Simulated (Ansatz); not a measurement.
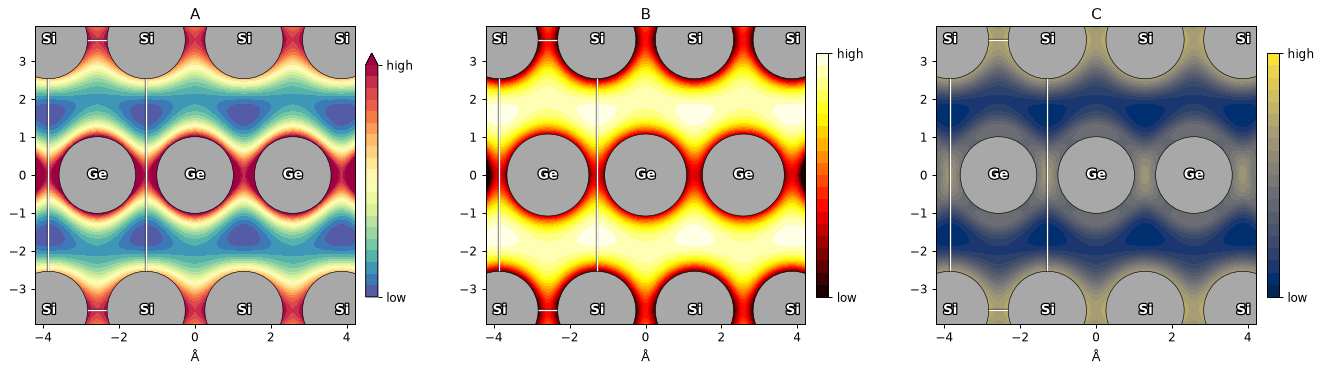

Si3Ge: 3 fields on the (11̄0) plane of the conventional cell, with unlabelled colour scales. Grey discs cover the atomic cores.

Space group P4/mmm; a structure generated by program, which may or may not match a known phase.

All numbers below come from DFT PBE, scalar-relativistic, plane waves, PAW (Ansatz 0.2.0).

### The panels show electron localisation function, electrostatic potential energy of an electron and valence pseudo-density in some order. Assign them.

Panel A: valence pseudo-density. Panel B: electrostatic potential energy of an electron (low next to the atoms, rising into the space between them). Panel C: electron localisation function. From the grid: Ge–Ge (2.58 Å): the density is about 0.36 e/Å³ at the midpoint; the ELF peaks at about 0.65 between the atoms.
